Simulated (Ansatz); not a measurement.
# What VInS3 (model cell, started as cubic perovskite with V in the octahedra) distorts into, part 2 of 3

Aim: this structure of VInS3 (model cell, started as cubic perovskite with V in the octahedra) is to be tested for unstable modes, and one is followed downhill.

Ansatz 0.2.0; DFT PBEsol, scalar-relativistic, plane waves, PAW; PAW set soft_1.

So far, highest frequency on the path or at a solved wavevector (cm⁻¹): step 2 (the dispersion) 448. Also lowest frequency on the path (cm⁻¹): step 2 -170.

The structure was built from a prototype and need not be the compound's stable phase.

## 3. The mode frozen in, largest atomic shift 0 Å

The mode followed lies at q = (0, -0.5, -0.5) with frequency 157.3i cm⁻¹, one of the unstable modes though not the softest. At small amplitude the distorted cell has space group no. 127 by a symmetry search on the positions. The undistorted cell that holds it gives the zero of energy on the same k mesh.

System of this step: VInS3 (model cell, started as cubic perovskite with V in the octahedra). Symmetry: Pm-3m, No. 221, cubic system. The conventional cell has a = 4.579 Å, b = 4.579 Å, c = 4.579 Å, α = 90.00°, β = 90.00°, γ = 90.00°. Nearest to In lie 12 S at 3.24 Å. Nearest to V lie 6 S at 2.29 Å. Nearest to S lie 2 V at 2.29 Å and 4 In at 3.24 Å. Nearest to S lie 2 V at 2.29 Å and 4 In at 3.24 Å. Farther neighbours and most contacts between anions are not listed.

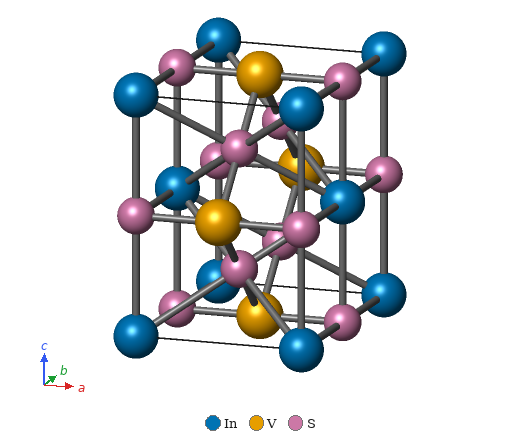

The cell of this step (indium blue, vanadium orange, sulfur pink). Some periodic images of atoms are drawn too.

Input file input.yaml:

```yaml
crystal:
  lattice:
    - [-4.5791567302, 0.0, 0.0]
    - [0.0, -4.5791567302, -4.5791567302]
    - [0.0, -4.5791567302, 4.5791567302]
  atoms:
    - { symbol: In, position: [0.0, 0.5, 0.5] }
    - { symbol: In, position: [0.0, 0.0, 0.0] }
    - { symbol: V, position: [0.5, 0.0, 0.5] }
    - { symbol: V, position: [0.5, 0.5, 0.0] }
    - { symbol: S, position: [0.5, 0.25, 0.25] }
    - { symbol: S, position: [0.5, 0.75, 0.75] }
    - { symbol: S, position: [0.5, 0.25, 0.75] }
    - { symbol: S, position: [0.5, 0.75, 0.25] }
    - { symbol: S, position: [0.0, 0.0, 0.5] }
    - { symbol: S, position: [0.0, 0.5, 0.0] }
kpoints:
  mp_grid: { grid: [8, 6, 6] }
hamiltonian:
  xc: pbesol
  pseudopotentials: { kind: paw, azcp: { folder: soft_1 }, xc_functional: pbe }
scf:
  occupations: { method: methfessel_paxton, width: 0.2 }
output:
  forces: true
  stress: true
  eigenvalues: true
```

Started as:

```console
$ ansatz run input.yaml --threads 4 --pin off --max-ram 16384MiB --backend cpu --events-out ev --progress --plain --runs-dir out
```

Numbers of over 12 decimals in the logs are rounded to 6 here.

What it wrote:

```text
[...]
Crystal: 10 atoms, lattice volume = 192.038 Å³
Basis set: ecut = 420 eV, 3787 PW (Γ), exchange–correlation on 64×90×90 points (8 copies of the dense FFT grid, shifted against one another)
Bands: 54, of which v1, the nominal top of the filled ones, is band 44 counted from 1 (43 counted from 0)
Symmetry: 32 space group operations
[...]
k-points: 50 of 288
[...]
k-point 0: bands = [... 40 lower, 7.8325, 7.8395, 7.8395, 8.1383, 8.1383, 8.1434, 9.0619, 9.3067, ... 6 higher]
  k-point 1: bands = [... 40 lower, 7.7525, 7.8061, 7.8138, 8.2474, 8.4618, 8.4677, 8.8519, 9.4676, ... 6 higher]
  k-point 2: bands = [... 40 lower, 7.6269, 7.9387, 8.0831, 8.3798, 8.7909, 8.8808, 9.0014, 9.6079, ... 6 higher]
  k-point 49: bands = [... 40 lower, 7.5853, 7.5853, 9.0719, 9.0719, 9.9524, 9.9524, 9.9630, 9.9630, ... 6 higher]
[key lines of the parts left out:]
SCF converged after 9 iterations
Free energy (F): -22134.954354 eV
Fermi energy:    8.764027 eV
P = ⅓ Tr σ = -0.0288 GPa (-0.288 kbar)
```

Elapsed: 10 s, on 4 threads of Arm Neoverse V1, shared host; peak memory 0.78 GiB.

This step gave:

- pressure: -0.02883 GPa
- energy from the undistorted cell: 0 meV/atom

The run ends at a pressure of -0.03 GPa.

## 4. The mode frozen in, largest atomic shift 0.6 Å

The atoms are moved along the unstable eigenvector, the largest shift by 0.6 Å, with the cell fixed.

input.yaml, the sections that differ from step 3:

```yaml
crystal:
  lattice:
    - [-4.5791567302, 0.0, 0.0]
    - [0.0, -4.5791567302, -4.5791567302]
    - [0.0, -4.5791567302, 4.5791567302]
  atoms:
    - { symbol: In, position: [0.0, 0.5, 0.5] }
    - { symbol: In, position: [0.0, 0.0, 0.0] }
    - { symbol: V, position: [0.5, 0.0, 0.5] }
    - { symbol: V, position: [0.5, 0.5, 0.0] }
    - { symbol: S, position: [0.5, 0.1844857541, 0.1844857541] }
    - { symbol: S, position: [0.5, 0.8155142459, 0.8155142459] }
    - { symbol: S, position: [0.5, 0.3155142459, 0.6844857541] }
    - { symbol: S, position: [0.5, 0.6844857541, 0.3155142459] }
    - { symbol: S, position: [0.0, 0.0, 0.5] }
    - { symbol: S, position: [0.0, 0.5, 0.0] }
# kpoints, hamiltonian, scf, output: as in step 3
```

What it wrote:

```text
[...]
Crystal: 10 atoms, lattice volume = 192.038 Å³
Basis set: ecut = 420 eV, 3787 PW (Γ), exchange–correlation on 64×90×90 points (8 copies of the dense FFT grid, shifted against one another)
Bands: 54, of which v1, the nominal top of the filled ones, is band 44 counted from 1 (43 counted from 0)
Symmetry: 16 space group operations
[...]
k-points: 50 of 288
[...]
k-point 0: bands = [... 40 lower, 7.7405, 8.1622, 8.1622, 8.1632, 8.2712, 8.2712, 8.3319, 9.2176, ... 6 higher]
  k-point 1: bands = [... 40 lower, 7.5325, 7.7710, 8.2467, 8.2837, 8.4224, 8.5835, 8.8477, 9.5506, ... 6 higher]
  k-point 2: bands = [... 40 lower, 7.1873, 7.3872, 8.6168, 8.7390, 8.7980, 8.9948, 9.3175, 9.5424, ... 6 higher]
  k-point 49: bands = [... 40 lower, 7.4393, 7.4393, 9.2978, 9.2978, 9.4305, 9.4305, 10.1972, 10.1972, ... 6 higher]
[key lines of the parts left out:]
SCF converged after 10 iterations
Free energy (F): -22136.044366 eV
Fermi energy:    8.972945 eV
P = ⅓ Tr σ = -3.5114 GPa (-35.114 kbar)
```

The job ended after 10 s (4 threads; peak memory 0.78 GiB).

This step gave:

- pressure: -3.511 GPa
- energy from the undistorted cell: -109.2 meV/atom

The energy, extrapolated to zero smearing, is -109.25 meV/atom against the undistorted cell.

The run ends at a pressure of -3.51 GPa, with forces up to 0.26 eV/Å.

## 5. Energy along the mode, all amplitudes (two of the runs are shown above)

An imaginary frequency means negative curvature, so the energy should fall and then rise again as anharmonic terms take over.

Numbers from this step:

```yaml
depth_at_the_lowest_point_sampled: 109.2 meV/atom
largest_atomic_shift_at_that_point: 0.6 Å
```

Energy from the parent against largest atomic shift:

```
largest atomic shift (Å)  energy from the parent (meV/atom)
                   0.000                                  0
                   0.040                             -0.894
                   0.080                              -3.60
                   0.140                              -11.0
                   0.220                              -26.1
                   0.320                              -49.9
                   0.450                              -82.6
                   0.600                               -109
```

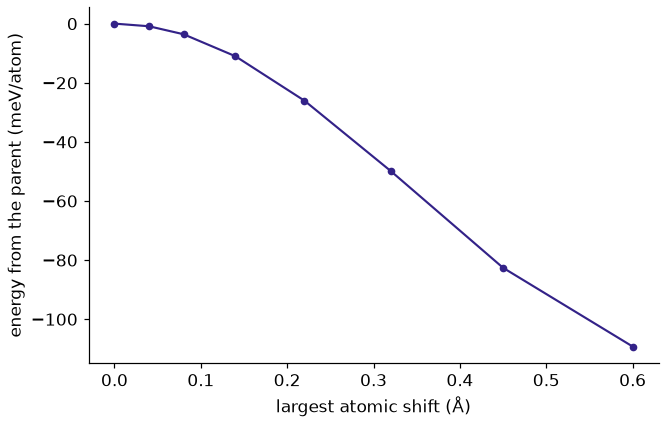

Energy from the parent against largest atomic shift.

Displacement at unit largest shift by atom:

```csv
atom,x (Å),y (Å),z (Å),size
In1,0.00,0.00,0.00,0.00
In2,0.00,0.00,0.00,0.00
V3,0.00,0.00,0.00,0.00
V4,0.00,0.00,0.00,0.00
S5,0.00,1.00,0.00,1.00
S6,0.00,-1.00,0.00,1.00
S7,0.00,0.00,-1.00,1.00
S8,0.00,0.00,1.00,1.00
S9,0.00,0.00,0.00,0.00
S10,0.00,0.00,0.00,0.00
```

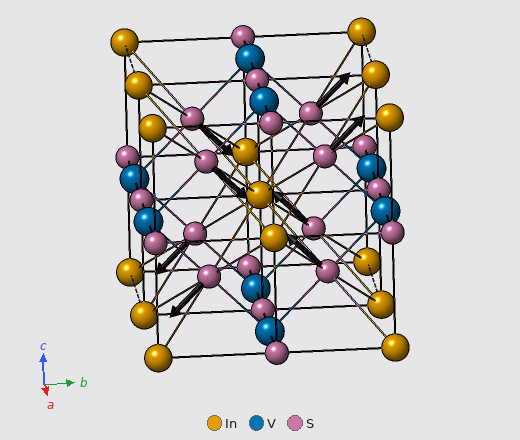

Displacement at unit largest shift as arrows, the longest 1 Å. 2×1×1 cells are drawn. Some periodic images of atoms are drawn too.

The lowest of the steps tried is the last one, at 0.6 Å, 109 meV/atom below the parent; the bottom of the well need not coincide with a step.

## 6. Relaxation from the frozen mode

Starting from the lowest point found, all atoms and the cell are let go, so that strain and other modes of the same symmetry can join in.

Changes to input.yaml since step 4:

```diff
@@ -27 +27,6 @@
   eigenvalues: true
+relax:
+  adjacent_minimum: "off"
+  f_tol: 0.002
+  max_steps: 120
+  cell: { stress_tol: 0.03 }
```

What it wrote:

```text
[...]
Crystal: 10 atoms, lattice volume = 192.038 Å³
Basis set: ecut = 420 eV, 3787 PW (Γ), exchange–correlation on 64×90×90 points (8 copies of the dense FFT grid, shifted against one another)
Bands: 54, of which v1, the nominal top of the filled ones, is band 44 counted from 1 (43 counted from 0)
Symmetry: 16 space group operations
[...]
k-points: 50 of 288
[...]
SCF iter   1: F=—  HF=-22139.664611 eV  |F-HF|=—  |Δ(HF+E_count)|=         —  Δρ=1.24e-1  dr2=5.41e1  ethr=3.10e-3  ⟨swp⟩=7.4  Hψ=10946  notcnv=0
[...]
SCF iter  10: F=-22136.044366 eV  HF=-22136.044366 eV  |F-HF|=1.12e-8  |Δ(HF+E_count)|=   1.88e-8  S|Δr|=    0.00e0  Δρ=2.27e-6  dr2=1.36e-8  ethr=1.14e-10  ⟨swp⟩=9.4  Hψ=11049  notcnv=0
SCF 1 converged in 10 iterations: F = -22136.044366 eV  dr2 = 1.36e-8
[...]
relax step   1: F+E_penalty+E_count = -22136.04436639 eV  Δ(F+E_penalty+E_count) = +0.000e0 eV  max|allowed force component| = 2.602e-1 eV/Å  Δτ_max = 0.0000 Å  P = -3.511 GPa  Ω = 192.038 Å³  (10 SCF iters, dr2 threshold 1.00e-7 eV, accepted)
Crystal: 10 atoms, lattice volume = 182.335 Å³
Basis set: ecut = 420 eV, 3571 PW (Γ), exchange–correlation on 64×90×90 points (8 copies of the dense FFT grid, shifted against one another)
[...]
SCF iter   6: F=-22136.226568 eV  HF=-22136.226568 eV  |F-HF|=3.12e-7  |Δ(HF+E_count)|=   7.60e-8  S|Δr|=    0.00e0  Δρ=1.88e-5  dr2=8.36e-7  ethr=1.14e-9  ⟨swp⟩=9.1  Hψ=13234  notcnv=0
SCF 2 converged in 6 iterations: F = -22136.226568 eV  dr2 = 8.36e-7
[...]
relax step   2: F+E_penalty+E_count = -22136.22656772 eV  Δ(F+E_penalty+E_count) = -1.822e-1 eV  max|allowed force component| = 3.296e-2 eV/Å  Δτ_max = 0.1072 Å  P = +0.211 GPa  Ω = 182.335 Å³  energy of the carried Pulay correction = +3.254e-3 eV  (6 SCF iters, dr2 threshold 1.00e-6 eV, accepted)
Crystal: 10 atoms, lattice volume = 182.026 Å³
Basis set: ecut = 420 eV, 3563 PW (Γ), exchange–correlation on 64×90×90 points (8 copies of the dense FFT grid, shifted against one another)
[...]
SCF iter   5: F=-22136.240693 eV  HF=-22136.240693 eV  |F-HF|=1.48e-7  |Δ(HF+E_count)|=   5.18e-7  S|Δr|=    0.00e0  Δρ=9.31e-6  dr2=3.50e-7  ethr=1.14e-9  ⟨swp⟩=7.2  Hψ=11733  notcnv=0
SCF 3 converged in 5 iterations: F = -22136.240693 eV  dr2 = 3.50e-7
relax step   3: F+E_penalty+E_count = -22136.24069328 eV  Δ(F+E_penalty+E_count) = -1.413e-2 eV  max|allowed force component| = 4.247e-2 eV/Å  Δτ_max = 0.0081 Å  P = +0.176 GPa  Ω = 182.026 Å³  energy of the carried Pulay correction = +3.360e-3 eV  (5 SCF iters, dr2 threshold 1.00e-6 eV, accepted)
[... from here on, the SCF cycles and remarks between the steps are left out ...]
relax step   4: F+E_penalty+E_count = -22136.28927932 eV  Δ(F+E_penalty+E_count) = -4.859e-2 eV  max|allowed force component| = 3.644e-1 eV/Å  Δτ_max = 0.0011 Å  P = +2.881 GPa  Ω = 176.332 Å³  energy of the carried Pulay correction = +5.353e-3 eV  (7 SCF iters, dr2 threshold 1.00e-6 eV, accepted)
relax step   5: F+E_penalty+E_count = -22136.39657634 eV  Δ(F+E_penalty+E_count) = -1.073e-1 eV  max|allowed force component| = 1.817e-1 eV/Å  Δτ_max = 0.0997 Å  P = +1.174 GPa  Ω = 177.891 Å³  energy of the carried Pulay correction = +4.801e-3 eV  (7 SCF iters, dr2 threshold 1.00e-6 eV, accepted)
relax step   6: F+E_penalty+E_count = -22136.31194140 eV  Δ(F+E_penalty+E_count) = +8.463e-2 eV  max|allowed force component| = 3.102e-1 eV/Å  Δτ_max = 0.0292 Å  P = -2.481 GPa  Ω = 183.841 Å³  energy of the carried Pulay correction = +2.738e-3 eV  (7 SCF iters, dr2 threshold 1.00e-6 eV, rejected (line search))
relax step   7: F+E_penalty+E_count = -22136.41215310 eV  Δ(F+E_penalty+E_count) = -1.558e-2 eV  max|allowed force component| = 4.725e-3 eV/Å  Δτ_max = 0.0196 Å  P = +0.094 GPa  Ω = 179.238 Å³  energy of the carried Pulay correction = +4.328e-3 eV  (11 SCF iters, accepted)
relax step   8: F+E_penalty+E_count = -22136.41201829 eV  Δ(F+E_penalty+E_count) = +1.348e-4 eV  max|allowed force component| = 9.283e-3 eV/Å  Δτ_max = 0.0030 Å  P = -0.068 GPa  Ω = 179.573 Å³  energy of the carried Pulay correction = +4.211e-3 eV  (6 SCF iters, dr2 threshold 3.40e-8 eV, rejected (line search))
relax step   9: F+E_penalty+E_count = -22136.41216721 eV  Δ(F+E_penalty+E_count) = -1.411e-5 eV  max|allowed force component| = 2.340e-3 eV/Å  Δτ_max = 0.0001 Å  P = +0.016 GPa  Ω = 179.364 Å³  energy of the carried Pulay correction = +4.284e-3 eV  (8 SCF iters, accepted)
relax step  10: F+E_penalty+E_count = -22136.41215855 eV  Δ(F+E_penalty+E_count) = +8.657e-6 eV  max|allowed force component| = 3.982e-5 eV/Å  Δτ_max = 0.0004 Å  P = +0.001 GPa  Ω = 179.402 Å³  energy of the carried Pulay correction = +4.271e-3 eV  (6 SCF iters, dr2 threshold 3.42e-10 eV, accepted)
relax step  11: F+E_penalty+E_count = -22136.41118188 eV  Δ(F+E_penalty+E_count) = +9.767e-4 eV  max|allowed force component| = 2.193e-4 eV/Å  Δτ_max = 0.0000 Å  P = +0.009 GPa  Ω = 179.402 Å³  stress off target by 5.73e-2 GPa  SCF on the basis re-selected at this cell (its energy is not comparable with the rows above)  (7 SCF iters)
relax step  12: F+E_penalty+E_count = -22136.41121312 eV  Δ(F+E_penalty+E_count) = -3.124e-5 eV  max|allowed force component| = 1.938e-4 eV/Å  Δτ_max = 0.0009 Å  P = +0.002 GPa  Ω = 179.418 Å³  energy of the carried Pulay correction = +8.074e-7 eV  (5 SCF iters, dr2 threshold 8.21e-9 eV, accepted)
[...]
SCF iter   5: F=-22136.411217 eV  HF=-22136.411217 eV  |F-HF|=0.00e0  |Δ(HF+E_count)|=  7.28e-12  S|Δr|=    0.00e0  Δρ=6.68e-8  dr2=1.33e-11  ethr=1.00e-12  ⟨swp⟩=5.6  Hψ=11775  notcnv=0
SCF 13 converged in 5 iterations: F = -22136.411217 eV  dr2 = 1.33e-11
relax step  13: F+E_penalty+E_count = -22136.41121700 eV  Δ(F+E_penalty+E_count) = -3.882e-6 eV  max|allowed force component| = 1.932e-4 eV/Å  Δτ_max = 0.0000 Å  P = +0.001 GPa  Ω = 179.418 Å³  stress off target by 4.72e-3 GPa  SCF on the basis re-selected at this cell (its energy is not comparable with the rows above)  (5 SCF iters)
basis re-selected at this cell: Δ(F+E_penalty+E_count) = -3.882e-6 eV, ΔP = -0.000 GPa vs the last step (what re-selecting the basis moved, of the pressure what is left beyond the Pulay correction that the steps carried, after the strain that the cell walked since its last selection, with what the two solves' SCF thresholds leave and, on support functions, any second-order correction that the steps lacked; it is no m [...]
SCF converged after 5 iterations
[...]
Free energy (F): -22136.411217 eV
[...]
Internal energy: -22136.423248 eV  (E = F + TS)
E sigma→0 (E₀):  -22136.414225 eV
Entropy (-TS):   0.012031 eV (1.203 meV/atom)
Fermi energy:    10.016329 eV
[...]
--- Forces (eV/Å), atoms counted from 1 ---
  atom   1  In    -0.00000000    -0.00000000     0.00000000
  atom   2  In     0.00000000    -0.00000000    -0.00000000
  atom   3  V      0.00000000     0.00000000     0.00000000
  atom   4  V      0.00000000    -0.00000000     0.00000000
  atom   5  S      0.00000000     0.00019320    -0.00000000
  atom   6  S     -0.00000000    -0.00019320     0.00000000
  atom   7  S     -0.00000000     0.00000000    -0.00019320
  atom   8  S      0.00000000    -0.00000000     0.00019320
  atom   9  S      0.00000000    -0.00000000    -0.00000000
  atom  10  S      0.00000000     0.00000000     0.00000000
  max |Σ_I F_I| component: 3.04e-18 eV/Å
--- Stress (GPa, compression-positive) ---
        0.004715       0.000000       0.000000
        0.000000      -0.000138       0.000000
        0.000000       0.000000      -0.000138
  P = ⅓ Tr σ = 0.0015 GPa (0.015 kbar)
--- Band table (eV; the first three rows and the last of 50) ---
  k-point 0: bands = [... 40 lower, 8.0862, 8.5125, 9.3699, 9.3699, 9.6284, 10.0490, 10.3267, 10.3267, ... 6 higher]
  k-point 1: bands = [... 40 lower, 8.3153, 8.9883, 9.1272, 9.4399, 9.5901, 9.6093, 10.4668, 10.8757, ... 6 higher]
  k-point 2: bands = [... 40 lower, 8.3865, 8.7998, 9.6270, 9.7328, 9.9984, 10.0269, 10.6602, 10.8855, ... 6 higher]
  k-point 49: bands = [... 40 lower, 8.6942, 8.6942, 9.7848, 9.7848, 10.7346, 10.7346, 10.9823, 10.9823, ... 6 higher]
--- Relaxed structure (11 steps of the walk, 9 accepted, 2 SCFs on fresh bases) ---
  F+E_penalty+E_count = -22136.41121700 eV   max|allowed force component| = 1.932e-4 eV/Å   (the final SCF, on the basis selected at the relaxed cell)
  cell:  # Å, volume = 179.4181 Å³
    - [-4.991271, 0, 0]
    - [0, -4.239480, -4.239480]
    - [0, -4.239480, 4.239480]
  atoms:
    - { symbol: In, position: [0, 0.5, 0.5] }
    - { symbol: In, position: [0, 3.0424811242113176e-19, 0] }
    - { symbol: V, position: [0.500000, 0.0, 0.5] }
    - { symbol: V, position: [0.500000, 0.5, 0.0] }
    - { symbol: S, position: [0.500000, 0.158683, 0.158683] }
    - { symbol: S, position: [0.500000, 0.841317, 0.841317] }
    - { symbol: S, position: [0.500000, 0.341317, 0.658683] }
    - { symbol: S, position: [0.500000, 0.658683, 0.341317] }
    - { symbol: S, position: [0, 0.0, 0.5] }
    - { symbol: S, position: [0, 0.5, 0.0] }
```

Elapsed: 2.2 min, on 4 threads; peak memory 0.83 GiB.

Step by step:

| step | energy less that of the first step (eV) | largest force component (eV/Å) | pressure (GPa) | volume (Å³) |
| --- | --- | --- | --- | --- |
| 1 | 0.0000 | 0.2602 | -3.51 | 192.04 |
| 2 | -0.1822 | 0.0330 | 0.21 | 182.33 |
| 3 | -0.1963 | 0.0425 | 0.18 | 182.03 |
| 4 | -0.2449 | 0.3644 | 2.88 | 176.33 |
| 5 | -0.3522 | 0.1817 | 1.17 | 177.89 |
| 6 | -0.2676 | 0.3102 | -2.48 | 183.84 |
| 7 | -0.3678 | 0.0047 | 0.09 | 179.24 |
| 8 | -0.3677 | 0.0093 | -0.07 | 179.57 |
| 9 | -0.3678 | 0.0023 | 0.02 | 179.36 |
| 10 | -0.3678 | 0.0000 | 0.00 | 179.40 |
| 11* | -0.3668 | 0.0002 | 0.01 | 179.40 |
| 12 | -0.3668 | 0.0002 | 0.00 | 179.42 |
| 13* | -0.3669 | 0.0002 | 0.00 | 179.42 |

Relaxation steps marked * repeat the geometry before them on a plane-wave basis chosen anew for their cell, so energy and pressure can jump there. Relaxation steps 6, 8 were tried and not accepted.

The run keeps the 16 symmetry operations that it works with, so distortions that break them were not tested.

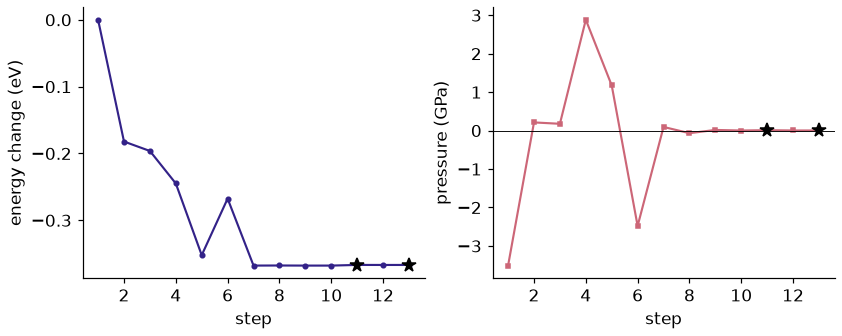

Energy and pressure along the relaxation. Stars mark steps on a basis chosen anew.

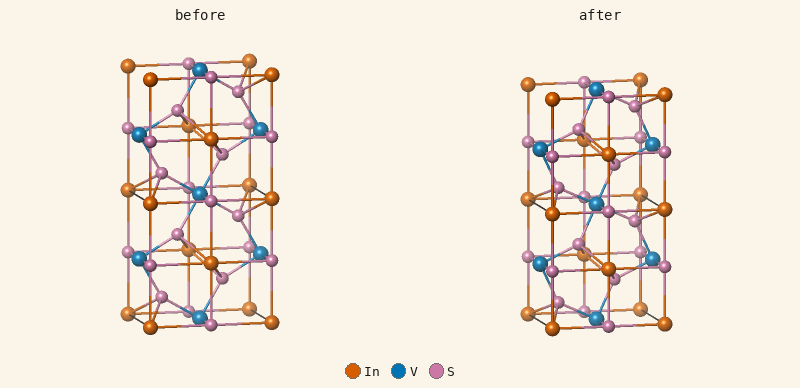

Before and after, at one scale.

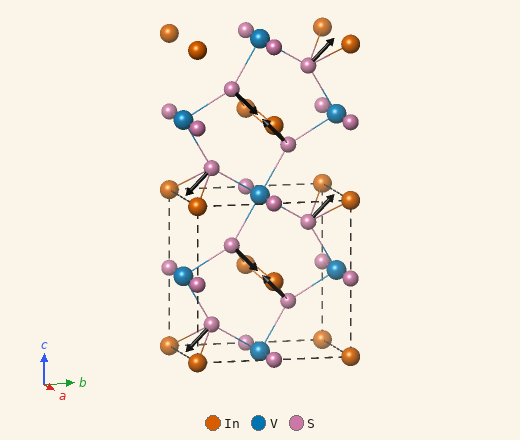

Displacements in the relaxation, exaggerated, measured against the changing cell; the longest in the cell stands for 0.22 Å. Bonds to atoms that aren't drawn are left out. 1×1×2 cells are drawn. Some periodic images of atoms are drawn too.

```csv
cell as run,before,after,change
a (Å),4.579,4.991,+9.0 %
b (Å),6.476,5.996,-7.4 %
c (Å),6.476,5.996,-7.4 %
volume (Å³/atom),19.20,17.94,-6.6 %
```

The atoms that moved most (Å, as changes of fractional coordinates times the final cell):

```csv
atom,dx,dy,dz,length
S8,0.000,0.000,0.219,0.219
S6,0.000,-0.219,0.000,0.219
S7,0.000,0.000,-0.219,0.219
S5,0.000,0.219,0.000,0.219
```

Numbers from this step:

| Property | Result |
| --- | --- |
| pressure | 0.001479 GPa |
| volume per atom | 17.94 Å³ |

The distorted start has space group P4/mbm; the relaxation ends in P4/mbm.

(Part 2 of 3 ends here.)

[Logs are printed without paths, hosts, clocks, repeated set-up lines and the standing remarks that a program may print on its own settings, such as how far it seeks lower states.]

[Hosts, paths, dates, database ids (printed as entryN), source tags and the programs' standing remarks are cut or masked in the printed files.]
